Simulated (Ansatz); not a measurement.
# Selenium, omega (AlB2-type) under LDA: from relaxation to bulk modulus

The plan for selenium in the omega (AlB2-type) structure: relax it, solve it on a dense k-mesh, then scale the cell to 7 volumes from 88 to 112 % of the relaxed one and try a fit of the equation of state. Spin polarisation is left out. The k-meshes are 7×7×10 for the relaxation; 10×10×13 for the dense run; 9×9×11 for the volumes.

Program: Ansatz 0.2.0. Level of theory: DFT LDA (PW92), plane waves (420 eV) with PAW, scalar-relativistic; PAW files made under PBE, frozen cores solved again for the functional. These are calculated values, not measurements.

### 1 Starting point

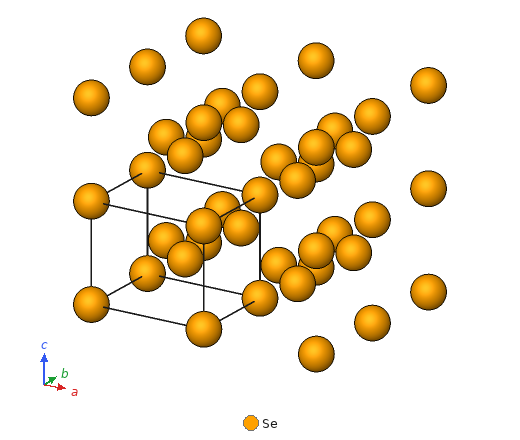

Start, viewed slightly off an axis; selenium orange. 2×2×2 cells are drawn. Any atoms on the faces are drawn again on the opposite ones.

As a file:

```cif
data_structure
_symmetry_space_group_name_H-M 'P 1'
_symmetry_Int_Tables_number 1
_cell_length_a 4.9764
_cell_length_b 4.9764
_cell_length_c 3.0506
_cell_angle_alpha 90.000
_cell_angle_beta 90.000
_cell_angle_gamma 120.000
_cell_volume 65.43
loop_
_atom_site_label
_atom_site_type_symbol
_atom_site_fract_x
_atom_site_fract_y
_atom_site_fract_z
_atom_site_occupancy
Se1 Se 0.00000 0.00000 0.00000 1
Se2 Se 0.33333 0.66667 0.50000 1
Se3 Se 0.66667 0.33333 0.50000 1
```

### 2 Relaxation of the cell

input.yaml reads:

```yaml
crystal:
  lattice:
    - [4.9764452362, 0.0, 0.0]
    - [-2.4882226181, 4.3097279951, 0.0]
    - [0.0, 0.0, 3.0505609298]
  atoms:
    - { symbol: Se, position: [0.0, 0.0, 0.0] }
    - { symbol: Se, position: [0.3333333333, 0.6666666667, 0.5] }
    - { symbol: Se, position: [0.6666666667, 0.3333333333, 0.5] }
hamiltonian:
  xc: lda
  pseudopotentials:
    kind: paw
    azcp:
      Se: "pseudopotentials/Se.paw.azcp"
basis:
  ecutwfc: 420
  fft_grid_basis: typed
kpoints:
  mp_grid: { grid: [7, 7, 10], shift: [0, 0, 0] }
magnetization:
  spin_polarized: false
scf:
  occupations: { method: fermi_dirac, width: 0.1 }
relax:
  max_steps: 60
  f_tol: 0.01
  cell: {}
```

Run with:

```
ansatz run input.yaml --threads 2 --pin off --max-ram 5120MiB --backend cpu --events-out ev --progress --plain --runs-dir out
```

Output:

```text
Warning: <dir> the record states the generating functional pbe (its physics header spells it `PBE`), which answers neither for hamiltonian.xc's functional nor for the lda family's — results may be inconsistent (PPs are generated against a specific XC)
Warning: RAYON_NUM_THREADS=2 ignored (pool sized by the plan → 2); use --threads N
Engine: ansatz 0.2.0, x86_64-unknown-linux-gnu
Pseudopotentials: kind: paw
Pseudopotential: Se, paw, valence charge 16, recommended cutoff 420 eV (normal), <dir>
Functional definition: SPW92
  exchange = slater_x
  correlation = pw_c
Crystal: 3 atoms, lattice volume = 65.426 Å³
Basis set: ecut = 420 eV, 1289 PW (Γ)
Bands: 29, of which v1, the nominal top of the filled ones, is band 24 counted from 1 (23 counted from 0)
Symmetry: 24 space group operations
Space group: P6/mmm (ITA 191), of the structure as read, at distance tolerance 4.0e-5 Å
k-points: 48 of 490
Non-local potential: Se, projectors of the file, l = 0: 2, l = 1: 2, l = 2: 3, l = 3: 1
PAW form: soft (Blöchl's): semilocal exchange-correlation on the pseudo side does not see the compensation charge
PAW frozen core: Se, regenerated for the run's functional, and the local potential with it (the file was generated under x = pbe(κ = 0.804, μ = 0.2195149727645171), c = pbe(β = 0.06672455060314922))
PAW one-centre angular grid: Se, 590 points (default); XC on 64 Gauss nodes
Initial density: superposition of atomic densities (neutral atoms: chi_scale 0, normalization atom), corrected by the library's trained network
Initial wavefunctions: pseudopotential atomic-orbital guess
Functional: x = slater, c = lda
SCF iter   1: F=—  HF=-16148.132126 eV  |F-HF|=—  |Δ(HF+E_count)|=         —  Δρ=5.38e-3  dr2=2.03e-2  ethr=1.77e-3  ⟨swp⟩=5.4  Hψ=5367  notcnv=0
preconditioner: auto → Kerker (q_TF=auto, 2.591 Å⁻¹)  [metal: Δε(μ)=0.052 eV  Ē_g=9.910 eV  σ=0.100 eV  W_gap=0.13  n_scr=26 (ndim 8)  ℏωp=19.5 eV  f_vac=0.000  D(μ)=2.39/eV (n_scr^D=26)]
SCF iter   2: F=—  HF=-16148.128842 eV  |F-HF|=—  |Δ(HF+E_count)|=   3.28e-3  Δρ=3.12e-3  dr2=7.93e-3  ethr=4.22e-5  ⟨swp⟩=1.0  Hψ=1776  notcnv=0
SCF iter   3: F=—  HF=-16148.127488 eV  |F-HF|=—  |Δ(HF+E_count)|=   1.35e-3  Δρ=4.84e-4  dr2=3.70e-4  ethr=1.65e-5  ⟨swp⟩=1.5  Hψ=1512  notcnv=0
SCF iter   4: F=—  HF=-16148.127425 eV  |F-HF|=—  |Δ(HF+E_count)|=   6.24e-5  Δρ=1.60e-4  dr2=1.68e-5  ethr=7.72e-7  ⟨swp⟩=2.0  Hψ=2537  notcnv=0
SCF iter   5: F=—  HF=-16148.127401 eV  |F-HF|=—  |Δ(HF+E_count)|=   2.48e-5  Δρ=8.86e-5  dr2=8.51e-6  ethr=3.50e-8  ⟨swp⟩=2.0  Hψ=2542  notcnv=0
SCF iter   6: F=—  HF=-16148.127399 eV  |F-HF|=—  |Δ(HF+E_count)|=   1.82e-6  Δρ=2.31e-5  dr2=6.77e-7  ethr=1.77e-8  ⟨swp⟩=1.4  Hψ=1420  notcnv=0
SCF iter   7: F=-16148.127399 eV  HF=-16148.127399 eV  |F-HF|=5.02e-8  |Δ(HF+E_count)|=   1.60e-7  Δρ=5.61e-6  dr2=2.61e-8  ethr=2.08e-10  ⟨swp⟩=4.7  Hψ=5245  notcnv=0
SCF 1 converged in 7 iterations: F = -16148.127399 eV  dr2 = 2.61e-8
relax step   1: F+E_penalty+E_count = -16148.12739856 eV  Δ(F+E_penalty+E_count) = +0.000e0 eV  max|allowed force component| = 1.850e-17 eV/Å  Δτ_max = 0.0000 Å  P = -8.304 GPa  Ω = 65.426 Å³  (7 SCF iters, dr2 threshold 1.00e-7 eV, accepted)
Crystal: 3 atoms, lattice volume = 56.610 Å³
Basis set: ecut = 420 eV, 1119 PW (Γ)
Initial density: handed on by an earlier stage of this run
Initial wavefunctions: those handed on with the density
iter 1 solved again at ethr=1.97e-5 eV; its pass at ethr=3.10e-3 eV (dr2=9.43e-3 eV) is discarded
SCF iter   1: F=—  HF=-16148.350878 eV  |F-HF|=—  |Δ(HF+E_count)|=         —  Δρ=3.86e-3  dr2=9.46e-3  ethr=1.97e-5  ⟨swp⟩=1.0  Hψ=6762  notcnv=0
preconditioner: auto → Kerker (q_TF=auto, 2.654 Å⁻¹)  [metal: Δε(μ)=0.134 eV  Ē_g=10.604 eV  σ=0.100 eV  W_gap=0.32  n_scr=26 (ndim 8)  ℏωp=20.9 eV  f_vac=0.000  D(μ)=2.05/eV (n_scr^D=8)]
SCF iter   2: F=—  HF=-16148.348952 eV  |F-HF|=—  |Δ(HF+E_count)|=   1.93e-3  Δρ=2.35e-3  dr2=3.76e-3  ethr=1.97e-5  ⟨swp⟩=2.1  Hψ=2057  notcnv=0
SCF iter   3: F=—  HF=-16148.348109 eV  |F-HF|=—  |Δ(HF+E_count)|=   8.43e-4  Δρ=6.52e-4  dr2=3.62e-4  ethr=7.83e-6  ⟨swp⟩=2.1  Hψ=1674  notcnv=0
SCF iter   4: F=—  HF=-16148.347951 eV  |F-HF|=—  |Δ(HF+E_count)|=   1.58e-4  Δρ=2.27e-4  dr2=2.34e-5  ethr=7.54e-7  ⟨swp⟩=2.0  Hψ=2546  notcnv=0
SCF iter   5: F=—  HF=-16148.347949 eV  |F-HF|=—  |Δ(HF+E_count)|=   1.34e-6  Δρ=3.20e-5  dr2=8.01e-7  ethr=4.87e-8  ⟨swp⟩=2.1  Hψ=1896  notcnv=0
SCF iter   6: F=-16148.347949 eV  HF=-16148.347949 eV  |F-HF|=2.78e-7  |Δ(HF+E_count)|=   1.68e-7  Δρ=1.24e-5  dr2=1.89e-7  ethr=6.25e-10  ⟨swp⟩=4.0  Hψ=5015  notcnv=0
SCF 2 converged in 6 iterations: F = -16148.347949 eV  dr2 = 1.89e-7
relax step   2: F+E_penalty+E_count = -16148.34794896 eV  Δ(F+E_penalty+E_count) = -2.206e-1 eV  max|allowed force component| = 2.776e-17 eV/Å  Δτ_max = 0.0000 Å  P = +1.779 GPa  Ω = 56.610 Å³  energy of the carried Pulay correction = +2.008e-3 eV  (6 SCF iters, dr2 threshold 3.00e-7 eV, accepted)
Crystal: 3 atoms, lattice volume = 57.993 Å³
iter 1 solved again at ethr=8.00e-7 eV; its pass at ethr=3.10e-3 eV (dr2=3.84e-4 eV) is discarded
SCF iter   1: F=—  HF=-16148.353614 eV  |F-HF|=—  |Δ(HF+E_count)|=         —  Δρ=7.59e-4  dr2=3.83e-4  ethr=8.00e-7  ⟨swp⟩=2.0  Hψ=6553  notcnv=0
preconditioner: auto → Kerker (q_TF=auto, 2.644 Å⁻¹)  [metal: Δε(μ)=0.136 eV  Ē_g=10.471 eV  σ=0.100 eV  W_gap=0.32  n_scr=26 (ndim 8)  ℏωp=20.7 eV  f_vac=0.000  D(μ)=2.07/eV (n_scr^D=8)]
SCF iter   2: F=—  HF=-16148.353539 eV  |F-HF|=—  |Δ(HF+E_count)|=   7.49e-5  Δρ=4.63e-4  dr2=1.53e-4  ethr=7.98e-7  ⟨swp⟩=2.1  Hψ=2530  notcnv=0
SCF iter   3: F=—  HF=-16148.353506 eV  |F-HF|=—  |Δ(HF+E_count)|=   3.26e-5  Δρ=1.30e-4  dr2=1.51e-5  ethr=3.18e-7  ⟨swp⟩=1.7  Hψ=1494  notcnv=0
SCF iter   4: F=—  HF=-16148.353500 eV  |F-HF|=—  |Δ(HF+E_count)|=   6.05e-6  Δρ=4.53e-5  dr2=9.57e-7  ethr=3.15e-8  ⟨swp⟩=2.0  Hψ=2529  notcnv=0
iter 5 did not close the SCF: its close was put off for the readings that it lacked (scf_convergence_deferred on its scf_iter line)
SCF iter   5: F=-16148.353500 eV  HF=-16148.353500 eV  |F-HF|=1.45e-8  |Δ(HF+E_count)|=   1.37e-7  Δρ=6.42e-6  dr2=3.49e-8  ethr=1.99e-9  ⟨swp⟩=2.0  Hψ=1787  notcnv=0
SCF iter   6: F=-16148.353500 eV  HF=-16148.353500 eV  |F-HF|=4.37e-9  |Δ(HF+E_count)|=   5.74e-9  Δρ=1.86e-6  dr2=3.77e-9  ethr=7.26e-11  ⟨swp⟩=1.5  Hψ=4245  notcnv=0
SCF 3 converged in 6 iterations: F = -16148.353500 eV  dr2 = 3.77e-9
relax step   3: F+E_penalty+E_count = -16148.35349978 eV  Δ(F+E_penalty+E_count) = -5.551e-3 eV  max|allowed force component| = 1.850e-17 eV/Å  Δτ_max = 0.0000 Å  P = -0.422 GPa  Ω = 57.993 Å³  energy of the carried Pulay correction = +1.660e-3 eV  (6 SCF iters, dr2 threshold 3.00e-7 eV, accepted)
[... from here on, the SCF cycles and remarks between the steps are left out ...]
relax step   4: F+E_penalty+E_count = -16148.35421548 eV  Δ(F+E_penalty+E_count) = -7.157e-4 eV  max|allowed force component| = 4.626e-17 eV/Å  Δτ_max = 0.0000 Å  P = -0.055 GPa  Ω = 57.751 Å³  energy of the carried Pulay correction = +1.721e-3 eV  (6 SCF iters, dr2 threshold 3.00e-7 eV, accepted)
relax step   5: F+E_penalty+E_count = -16148.35572151 eV  Δ(F+E_penalty+E_count) = -1.506e-3 eV  max|allowed force component| = 7.401e-17 eV/Å  Δτ_max = 0.0000 Å  P = +0.396 GPa  Ω = 57.473 Å³  energy of the carried Pulay correction = +1.794e-3 eV  (6 SCF iters, dr2 threshold 2.65e-7 eV, accepted)
relax step   6: F+E_penalty+E_count = -16148.36759871 eV  Δ(F+E_penalty+E_count) = -1.188e-2 eV  max|allowed force component| = 1.234e-17 eV/Å  Δτ_max = 0.0000 Å  P = +1.819 GPa  Ω = 56.930 Å³  energy of the carried Pulay correction = +1.951e-3 eV  (6 SCF iters, dr2 threshold 3.00e-7 eV, accepted)
relax step   7: F+E_penalty+E_count = -16148.37010079 eV  Δ(F+E_penalty+E_count) = -2.502e-3 eV  max|allowed force component| = 7.247e-17 eV/Å  Δτ_max = 0.0000 Å  P = +1.386 GPa  Ω = 57.605 Å³  energy of the carried Pulay correction = +1.793e-3 eV  (6 SCF iters, dr2 threshold 3.00e-7 eV, accepted)
relax step   8: F+E_penalty+E_count = -16148.37486763 eV  Δ(F+E_penalty+E_count) = -4.767e-3 eV  max|allowed force component| = 3.701e-17 eV/Å  Δτ_max = 0.0000 Å  P = +0.003 GPa  Ω = 58.354 Å³  energy of the carried Pulay correction = +1.605e-3 eV  (6 SCF iters, dr2 threshold 3.00e-7 eV, accepted)
relax step   9: F+E_penalty+E_count = -16148.37526928 eV  Δ(F+E_penalty+E_count) = -4.016e-4 eV  max|allowed force component| = 1.079e-16 eV/Å  Δτ_max = 0.0000 Å  P = -0.049 GPa  Ω = 58.286 Å³  energy of the carried Pulay correction = +1.619e-3 eV  (6 SCF iters, dr2 threshold 1.38e-7 eV, accepted)
relax step  10: F+E_penalty+E_count = -16148.37528785 eV  Δ(F+E_penalty+E_count) = -1.857e-5 eV  max|allowed force component| = 4.009e-17 eV/Å  Δτ_max = 0.0000 Å  P = -0.005 GPa  Ω = 58.243 Å³  energy of the carried Pulay correction = +1.629e-3 eV  (6 SCF iters, dr2 threshold 1.08e-8 eV, accepted)
Initial wavefunctions: pseudopotential atomic-orbital guess (no wavefunctions were taken with the density)
iter 1 solved again at ethr=3.74e-8 eV; its pass at ethr=3.10e-3 eV (dr2=1.79e-5 eV) is discarded
SCF iter   1: F=—  HF=-16148.373748 eV  |F-HF|=—  |Δ(HF+E_count)|=         —  Δρ=4.14e-4  dr2=2.96e-6  ethr=3.74e-8  ⟨swp⟩=2.9  Hψ=8944  notcnv=0
SCF iter   2: F=—  HF=-16148.373782 eV  |F-HF|=—  |Δ(HF+E_count)|=   3.40e-5  Δρ=2.13e-4  dr2=1.00e-6  ethr=6.16e-9  ⟨swp⟩=2.1  Hψ=2193  notcnv=0
SCF iter   3: F=—  HF=-16148.373794 eV  |F-HF|=—  |Δ(HF+E_count)|=   1.19e-5  Δρ=5.72e-5  dr2=1.12e-7  ethr=2.09e-9  ⟨swp⟩=1.0  Hψ=1392  notcnv=0
SCF iter   4: F=—  HF=-16148.373795 eV  |F-HF|=—  |Δ(HF+E_count)|=   8.47e-7  Δρ=4.60e-6  dr2=3.84e-9  ethr=2.32e-10  ⟨swp⟩=2.0  Hψ=2548  notcnv=0
SCF iter   5: F=—  HF=-16148.373795 eV  |F-HF|=—  |Δ(HF+E_count)|=   1.54e-9  Δρ=3.35e-7  dr2=5.66e-11  ethr=7.99e-12  ⟨swp⟩=3.0  Hψ=2659  notcnv=0
SCF iter   6: F=-16148.373795 eV  HF=-16148.373795 eV  |F-HF|=1.82e-12  |Δ(HF+E_count)|=  1.64e-11  Δρ=9.19e-8  dr2=4.86e-12  ethr=1.00e-12  ⟨swp⟩=5.1  Hψ=5951  notcnv=0
SCF 11 converged in 6 iterations: F = -16148.373795 eV  dr2 = 4.86e-12
relax step  11: F+E_penalty+E_count = -16148.37379508 eV  Δ(F+E_penalty+E_count) = +1.493e-3 eV  max|allowed force component| = 2.776e-17 eV/Å  Δτ_max = 0.0000 Å  P = -0.013 GPa  Ω = 58.243 Å³  stress off target by 2.04e-2 GPa  SCF on the basis re-selected at this cell (its energy is not comparable with the rows above)  (6 SCF iters)
basis re-selected at this cell: Δ(F+E_penalty+E_count) = +1.493e-3 eV, ΔP = -0.008 GPa vs the last step (what re-selecting the basis moved, of the pressure what is left beyond the Pulay correction that the steps carried, after the strain that the cell walked since its last selection, with what the two solves' SCF thresholds leave and, on support functions, any second-order correction that the steps lacked; it is no measure of the basis error at this ecutwfc). The dense FFT grid was sized anew with the basis: this SCF ran on 32×32×24 points, the steps before it on 36×36×24, so part of this shift can come from that change (see relax.cell in the input reference). This SCF's stress stands 2.04e-2 GPa from its target on what of the cell is left free (relax.cell.stress_tol is 5.00e-2 GPa) and its largest allowed force component is 2.78e-17 eV/Å (relax.f_tol is 1.00e-2 eV/Å): within both
SCF converged after 6 iterations
Free energy (F): -16148.373795 eV
Harris-Foulkes:  -16148.373795 eV  (|F-HF|=1.82e-12)
Internal energy: -16148.319174 eV  (E = F + TS)
E sigma→0 (E₀):  -16148.346485 eV
Entropy (-TS):   -0.054621 eV (-18.207 meV/atom)
Fermi energy:    11.727191 eV
--- Per-component energies (eV) ---
  E_band       = -1015.802102
  E_kinetic    = 354.552524
  E_local      = -6117.884054  (includes V_loc(G=0)·N_el)
  E_nonlocal   = -1762.173258
  E_hartree    = 3085.215492
  E_xc         = -310.515362
  E_vxc        = -295.008608  (∫ρ·V_xc dr)
  E_paw        = -5483.752979  (= ΣΔE_a)
  E_vpaw       = 634.282006  (= ΣTr[D̂ρ^β])
  E_aug_tail   = -0.001812  (compensation charges beyond the density's cutoff)
  E_ewald      = -5920.411813
  E_core_change = 6.652087  (= ΣΔE_core)
  E_smearing   = -0.054621  (= −TS)
  E_closure    = -0.000000  (closes the sum)
  Σ components = -16148.373795   (vs F -16148.373795, Δ=0.00e0)
--- Forces (eV/Å), atoms counted from 1 ---
  atom   1  Se     0.00000000     0.00000000     0.00000000
  atom   2  Se     0.00000000     0.00000000     0.00000000
  atom   3  Se    -0.00000000    -0.00000000     0.00000000
  max |Σ_I F_I| component: 9.25e-18 eV/Å
--- Stress (GPa, compression-positive) ---
       -0.020371      -0.000000       0.000000
       -0.000000      -0.020371       0.000000
        0.000000       0.000000       0.000960
  P = ⅓ Tr σ = -0.0133 GPa (-0.133 kbar)
--- Relaxed structure (10 steps of the walk, 10 accepted, 1 SCFs on fresh bases) ---
  F+E_penalty+E_count = -16148.37379508 eV   max|allowed force component| = 2.776e-17 eV/Å   (the final SCF, on the basis selected at the relaxed cell)
  cell:  # Å, volume = 58.2433 Å³
    - [4.653874458241232, 3.96423020728405e-35, 0.0]
    - [-2.326937229120616, 4.030373506860449, 0.0]
    - [0.0, 0.0, 3.1051736948332733]
  atoms:
    - { symbol: Se, position: [-1.235031992958413e-34, 1.8619987411607663e-36, 0.0] }
    - { symbol: Se, position: [0.3333333333333333, 0.6666666666666666, 0.5] }
    - { symbol: Se, position: [0.6666666666666666, 0.3333333333333333, 0.5] }
```

It took 24 s on 2 threads of AMD EPYC 7R43 (Zen 3), shared host; peak memory 0.43 GiB.

Relaxation path:

| step | energy change (meV/atom) | largest force (eV/Å) | pressure (GPa) | volume (Å³/atom) |
| --- | --- | --- | --- | --- |
| 1 | 0.00 | 0.0000 | -8.30 | 21.809 |
| 2 | -73.52 | 0.0000 | 1.78 | 18.870 |
| 3 | -75.37 | 0.0000 | -0.42 | 19.331 |
| 4 | -75.61 | 0.0000 | -0.05 | 19.250 |
| 5 | -76.11 | 0.0000 | 0.40 | 19.158 |
| 6 | -80.07 | 0.0000 | 1.82 | 18.977 |
| 7 | -80.90 | 0.0000 | 1.39 | 19.202 |
| 8 | -82.49 | 0.0000 | 0.00 | 19.451 |
| 9 | -82.62 | 0.0000 | -0.05 | 19.429 |
| 10 | -82.63 | 0.0000 | 0.00 | 19.414 |
| 11 | -82.13 | 0.0000 | -0.01 | 19.414 |

Steps that repeat a cell are solved on a basis chosen anew, so their changes of energy are no gain of the relaxation.

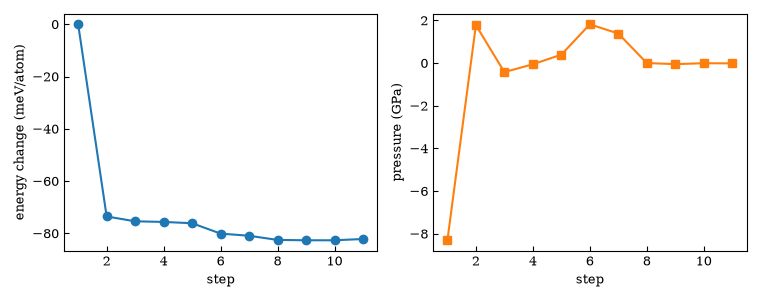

Energy and pressure over the accepted steps.

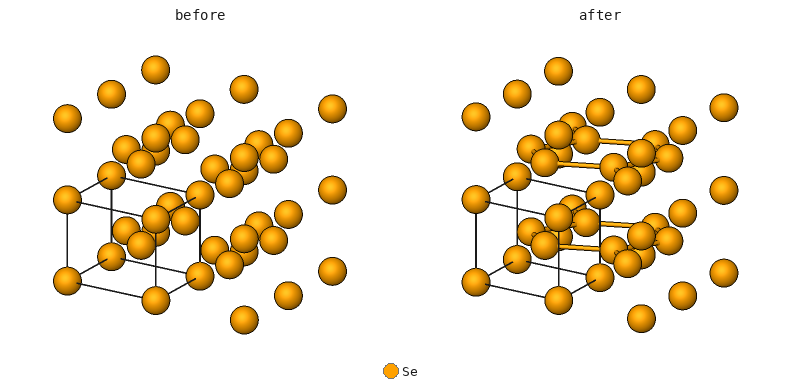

The structure before (left) and after (right), drawn at the same scale. The cells drawn are those of the first picture.

Changes in the cell that was computed:

|  | before | after | change |
| --- | --- | --- | --- |
| a (Å) | 4.976 | 4.654 | -6.5 % |
| b (Å) | 4.976 | 4.654 | -6.5 % |
| c (Å) | 3.051 | 3.105 | +1.8 % |
| volume (Å³/atom) | 21.809 | 19.414 | -11.0 % |
| shortest distance (Å) | 2.873 | 2.687 | -6.5 % |
| space group (spins left aside) | P6/mmm | P6/mmm | same |

### 3 The energy on a finer k-mesh

input.yaml reads:

```yaml
crystal:
  lattice:
    - [4.6538744582, 0.0, 0.0]
    - [-2.3269372291, 4.0303735069, 0.0]
    - [0.0, 0.0, 3.1051736948]
  atoms:
    - { symbol: Se, position: [1.0, 0.0, 0.0] }
    - { symbol: Se, position: [0.3333333333, 0.6666666667, 0.5] }
    - { symbol: Se, position: [0.6666666667, 0.3333333333, 0.5] }
hamiltonian:
  xc: lda
  pseudopotentials:
    kind: paw
    azcp:
      Se: "pseudopotentials/Se.paw.azcp"
basis:
  ecutwfc: 420
  fft_grid_basis: typed
kpoints:
  mp_grid: { grid: [10, 10, 13], shift: [0, 0, 0] }
magnetization:
  spin_polarized: false
scf:
  occupations: { method: fermi_dirac, width: 0.1 }
```

Run with:

```
ansatz run input.yaml --threads 2 --pin off --max-ram 5120MiB --backend cpu --events-out ev --progress --plain --runs-dir out
```

Output, shortened:

```text
Warning: <dir> the record states the generating functional pbe (its physics header spells it `PBE`), which answers neither for hamiltonian.xc's functional nor for the lda family's — results may be inconsistent (PPs are generated against a specific XC)
Warning: RAYON_NUM_THREADS=2 ignored (pool sized by the plan → 2); use --threads N
[...]
[... 3 set-up lines as earlier in the session ...]
[...]
Crystal: 3 atoms, lattice volume = 58.243 Å³
Basis set: ecut = 420 eV, 1133 PW (Γ)
Bands: 28, of which v1, the nominal top of the filled ones, is band 24 counted from 1 (23 counted from 0)
[... 1 set-up line as earlier in the session ...]
Space group: P6/mmm (ITA 191), of the structure as read, at distance tolerance 3.9e-5 Å
k-points: 98 of 1300
[...]
SCF iter   1: F=—  HF=-16148.358172 eV  |F-HF|=—  |Δ(HF+E_count)|=         —  Δρ=5.24e-3  dr2=1.29e-2  ethr=1.77e-3  ⟨swp⟩=5.3  Hψ=10566  notcnv=0
[...]
SCF iter   7: F=-16148.353962 eV  HF=-16148.353962 eV  |F-HF|=4.79e-8  |Δ(HF+E_count)|=   2.03e-7  Δρ=4.55e-6  dr2=1.51e-8  ethr=2.08e-10  ⟨swp⟩=3.0  Hψ=7744  notcnv=0
[...]
SCF converged after 7 iterations
Free energy (F): -16148.353962 eV
[...]
E sigma→0 (E₀):  -16148.319490 eV
Entropy (-TS):   -0.068944 eV (-22.981 meV/atom)
Fermi energy:    11.748307 eV
[...]
```

It took 3.6 s on 2 threads of AMD EPYC 7R43 (Zen 3), shared host; peak memory 0.43 GiB.

### 4 Volume × 0.88

Edit input.yaml of step 3 so:

```diff
@@ -2,5 +2,5 @@
   lattice:
-    - [4.6538744582, 0.0, 0.0]
-    - [-2.3269372291, 4.0303735069, 0.0]
-    - [0.0, 0.0, 3.1051736948]
+    - [4.4597332983, 0.0, 0.0]
+    - [-2.2298666491, 3.8622423304, 0.0]
+    - [0.0, 0.0, 2.9756381802]
   atoms:
@@ -19,3 +19,3 @@
 kpoints:
-  mp_grid: { grid: [10, 10, 13], shift: [0, 0, 0] }
+  mp_grid: { grid: [9, 9, 11], shift: [0, 0, 0] }
 magnetization:
@@ -24 +24,4 @@
   occupations: { method: fermi_dirac, width: 0.1 }
+  lower_state_search: "off"
+output:
+  stress: true
```

Run with:

```
ansatz run input.yaml --threads 2 --pin off --max-ram 5120MiB --backend cpu --events-out ev --progress --plain --runs-dir out
```

Output, shortened:

```text
Warning: <dir> the record states the generating functional pbe (its physics header spells it `PBE`), which answers neither for hamiltonian.xc's functional nor for the lda family's — results may be inconsistent (PPs are generated against a specific XC)
Warning: RAYON_NUM_THREADS=2 ignored (pool sized by the plan → 2); use --threads N
[...]
[... 3 set-up lines as earlier in the session ...]
[...]
Crystal: 3 atoms, lattice volume = 51.254 Å³
Basis set: ecut = 420 eV, 987 PW (Γ)
Bands: 28, of which v1, the nominal top of the filled ones, is band 24 counted from 1 (23 counted from 0)
[... 1 set-up line as earlier in the session ...]
Space group: P6/mmm (ITA 191), of the structure as read, at distance tolerance 3.7e-5 Å
k-points: 72 of 891
[...]
SCF iter   1: F=—  HF=-16148.077527 eV  |F-HF|=—  |Δ(HF+E_count)|=         —  Δρ=6.19e-3  dr2=1.48e-2  ethr=1.77e-3  ⟨swp⟩=5.2  Hψ=7934  notcnv=0
[...]
SCF iter   7: F=-16148.072396 eV  HF=-16148.072396 eV  |F-HF|=2.79e-8  |Δ(HF+E_count)|=   1.42e-7  Δρ=7.79e-6  dr2=4.39e-8  ethr=2.08e-10  ⟨swp⟩=4.7  Hψ=8017  notcnv=0
[...]
SCF converged after 7 iterations
Free energy (F): -16148.072396 eV
[...]
E sigma→0 (E₀):  -16148.048285 eV
Entropy (-TS):   -0.048222 eV (-16.074 meV/atom)
Fermi energy:    14.292947 eV
[...]
--- Stress (GPa, compression-positive) ---
       15.641390      -0.000000       0.000000
       -0.000000      15.641390       0.000000
        0.000000       0.000000      12.675023
  P = ⅓ Tr σ = 14.6526 GPa (146.526 kbar)
```

Run time: 2.8 s. Hardware: 2 threads of AMD EPYC 7R43 (Zen 3), shared host; peak memory 0.41 GiB.

(Part 1 of 2 ends here.)
